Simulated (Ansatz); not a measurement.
# Calculations on CH₈OSi

## 1. Relaxation

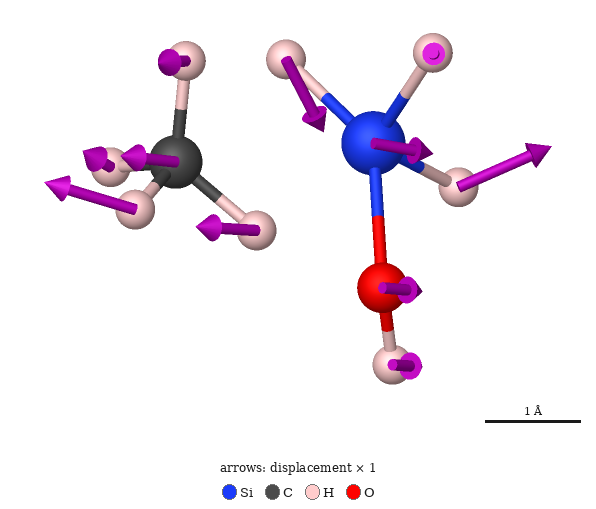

A relaxation of CH8OSi (started from a transition state, displaced along its imaginary mode). The starting structure is drawn; purple arrows show the displacements, at their true length. The two geometries are superimposed by the best rigid fit.

A ball-and-stick model, seen at a tilt.

Method: RKS PBE0-D4/def2-TZVP in Ansatz.

Input file:
```yaml
crystal:
  periodic: [false, false, false]
  atoms:
    - {symbol: Si, position_ang: [-0.661550, 0.789542, -0.328994]}
    - {symbol: C, position_ang: [0.593609, -0.772989, 0.898171]}
    - {symbol: H, position_ang: [-1.675717, 1.031765, -1.362056]}
    - {symbol: H, position_ang: [-1.606142, 0.409437, 0.820130]}
    - {symbol: H, position_ang: [0.015484, 2.015677, 0.156050]}
    - {symbol: H, position_ang: [0.659063, -0.518278, -0.186553]}
    - {symbol: O, position_ang: [0.489038, 0.147193, -1.484243]}
    - {symbol: H, position_ang: [-0.169619, -1.508805, 1.167099]}
    - {symbol: H, position_ang: [1.569775, -1.239271, 0.861706]}
    - {symbol: H, position_ang: [0.629763, -0.021470, 1.704882]}
    - {symbol: H, position_ang: [0.156098, -0.332903, -2.246392]}
basis:
  gaussian: {orbitals: def2-TZVP}
hamiltonian: {xc: pbe0, dispersion: d4}
relax: {f_tol: 0.005, max_steps: 200}
```

What did the optimiser do to the structure, and how much energy did it gain?

Answer. Over 24 accepted moves (30 points after the start) the energy falls by 209.7 kJ/mol. The largest force component goes from 2 to 0.0013 eV/Å. The line search rejected the trial steps at points 9, 11, 19, 21, 27, 28 of the run. The forces were under the threshold at step 17, but the run went on from there. H3 moves most after the best rigid fit: 1.08 Å. By element the largest moves are H 1.08 Å, C 0.77 Å, Si 0.75 Å, O 0.64 Å. Some distances before and after: Si1–C2 2.350 → 3.841 Å, Si1–H6 1.864 → 3.302 Å, H6–O7 1.468 → 2.773 Å, Si1–O7 1.752 → 1.649 Å. Among the angles between lasting bonds that change: H4–Si1–O7 143.8° → 111.7°, H6–C2–H9 90.7° → 109.7°, H3–Si1–O7 92.9° → 111.4°. Groups turn about Si1–O7 by about 25°. The run took of the order of 2.6 core-minutes on a shared host.

## 2. Relaxation

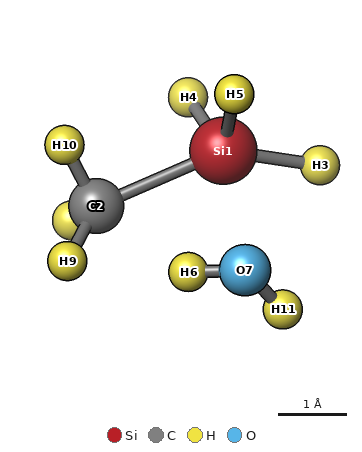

CH8OSi (started from a transition state, displaced along its imaginary mode), before the relaxation. Style: ball-and-stick. Shown at a tilt.

Method: RKS PBE0-D4/def2-TZVP (Ansatz).

Input
```yaml
crystal:
  periodic: [false, false, false]
  atoms:
    - {symbol: Si, position_ang: [-0.666693, 0.717938, -0.078358]}
    - {symbol: C, position_ang: [0.454232, -0.672023, 0.949483]}
    - {symbol: H, position_ang: [-1.583085, 0.944315, -1.305575]}
    - {symbol: H, position_ang: [-1.721635, 0.480256, 0.917075]}
    - {symbol: H, position_ang: [0.008315, 2.020990, 0.158457]}
    - {symbol: H, position_ang: [0.770678, -0.476567, -0.774602]}
    - {symbol: O, position_ang: [0.654677, 0.052616, -1.460912]}
    - {symbol: H, position_ang: [-0.196880, -1.505176, 1.215264]}
    - {symbol: H, position_ang: [1.461977, -1.134627, 0.756842]}
    - {symbol: H, position_ang: [0.618365, -0.040804, 1.819866]}
    - {symbol: H, position_ang: [0.199850, -0.387019, -2.197739]}
basis:
  gaussian: {orbitals: def2-TZVP}
hamiltonian: {xc: pbe0, dispersion: d4}
relax: {f_tol: 0.005, max_steps: 200}
```

Where does the relaxation end?

Answer. The largest move after the best rigid fit is that of H6, 1.70 Å. By element the largest moves are H 1.70 Å, O 0.92 Å, Si 0.53 Å, C 0.41 Å. Near-neighbour distances that change, for instance: Si1–O7 2.025 → 3.369 Å, Si1–H6 1.994 → 3.275 Å, Si1–C2 2.060 → 1.865 Å, H6–O7 0.874 → 0.960 Å. Bond angles that change, for instance: C2–Si1–H3 144.7° → 111.4°, C2–Si1–H4 86.8° → 111.4°, Si1–C2–H9 132.8° → 109.5°. After 41 accepted moves (51 points after the start) the energy has fallen by 192.0 kJ/mol. The largest force component goes from 6.8 to 0.003 eV/Å. The line search rejected the trial steps at points 8, 14, 16, 17, 25, 28, 34, 37 and more of the run. The forces were under the threshold at step 48, but the run went on from there. The run took of the order of 4 core-minutes on a shared host.

Final geometry:

```xyz
11

Si   -0.8671    0.6107    0.4034
C     0.2251   -0.6178    1.2849
H    -1.5975   -0.0260   -0.7292
H    -1.8858    1.1888    1.3227
H    -0.0726    1.7438   -0.1505
H     0.3405   -0.5274   -2.4198
O     1.2156   -0.3615   -2.0604
H    -0.3660   -1.4422    1.6898
H     0.9585   -1.0223    0.5849
H     0.7552   -0.1418    2.1128
H     1.2938    0.5956   -2.0390
```

The end point in the same view:

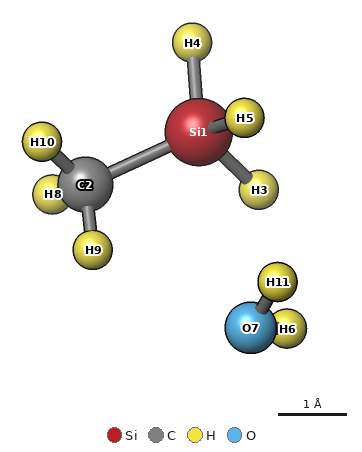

## 3. Reaction

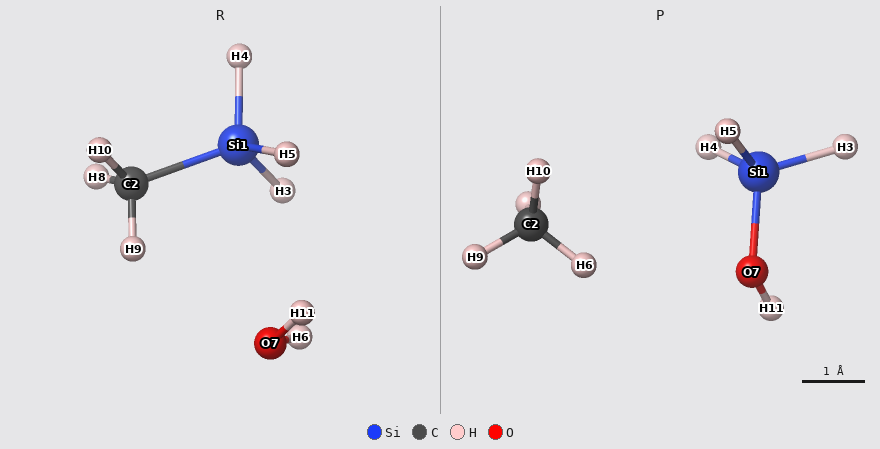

Reactant (R) and product (P) of one elementary step of CH8OSi. The picture is a ball-and-stick view, seen at a tilt.

Stationary points at PBE0-D4/def2-TZVP, single-point energies with CCSD(T)/CBS (def2-TZVPP where no basis is named; Ansatz 0.2.0). The energies are electronic, without zero-point or thermal terms, and both ends are the minima reached downhill from the saddle, with any fragments still in contact. CCSD(T)/CBS stands for a frozen-core estimate: MP2 correlation extrapolated from def2-TZVPP and def2-QZVPP, CCSD(T) minus MP2 from the smaller set.

R:
```xyz
11

Si   -0.8612    0.6137    0.4113
C     0.2393   -0.6132    1.2845
H    -1.6061   -0.0260   -0.7101
H    -1.8680    1.1971    1.3405
H    -0.0714    1.7433   -0.1563
H     0.3108   -0.5372   -2.4217
O     1.1905   -0.3715   -2.0733
H    -0.3483   -1.4351    1.6995
H     0.9637   -1.0218    0.5774
H     0.7800   -0.1350    2.1042
H     1.2705    0.5855   -2.0564
```

P:
```xyz
11

Si   -1.0742    1.1552   -0.8386
C     1.1206   -1.1100    1.3535
H    -1.9834    2.0425   -1.6157
H    -1.9153    0.1984   -0.0688
H    -0.2527    1.9647    0.0892
H     1.2479   -0.9026    0.2912
O    -0.0084    0.3744   -1.8256
H     0.1517   -1.5810    1.5197
H     1.9113   -1.7783    1.6938
H     1.1699   -0.1766    1.9143
H    -0.3676   -0.1869   -2.5134
```

What is the transition state like, and how high is the barrier?

Answer. Counted by bonded pieces, R holds CH₆Si + H₂O and P holds CH₄ + SiH₄O. From R over the saddle to P, bonds form: Si1–O7 (3.37 → 1.89 → 1.65 Å), C2–H6 (3.71 → 1.44 → 1.09 Å). Bonds break: Si1–C2 (1.87 → 2.20 → 3.84 Å), H6–O7 (0.96 → 1.17 → 2.77 Å). The saddle has one imaginary mode, 1301i cm⁻¹. With CCSD(T)/CBS the barrier is 50.4 kcal/mol from R and 70.7 kcal/mol from P, and P lies 20.2 kcal/mol below R.

Saddle geometry:

```xyz
11

Si   -0.6641    0.7537   -0.2037
C     0.5239   -0.7225    0.9238
H    -1.6294    0.9880   -1.3338
H    -1.6639    0.4448    0.8686
H     0.0119    2.0183    0.1573
H     0.7149   -0.4974   -0.4806
O     0.5719    0.0999   -1.4726
H    -0.1832   -1.5070    1.1912
H     1.5159   -1.1869    0.8093
H     0.6241   -0.0311    1.7624
H     0.1780   -0.3600   -2.2221
```

The saddle point in the same view, with dashed sticks for the bonds that form or break:

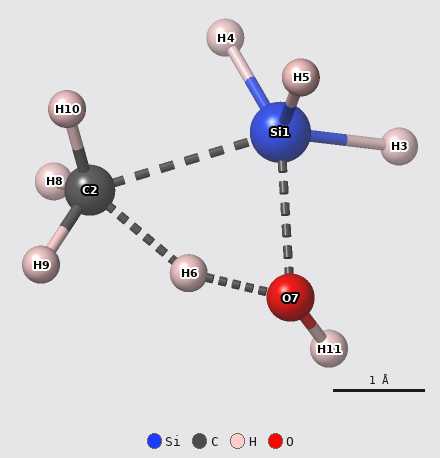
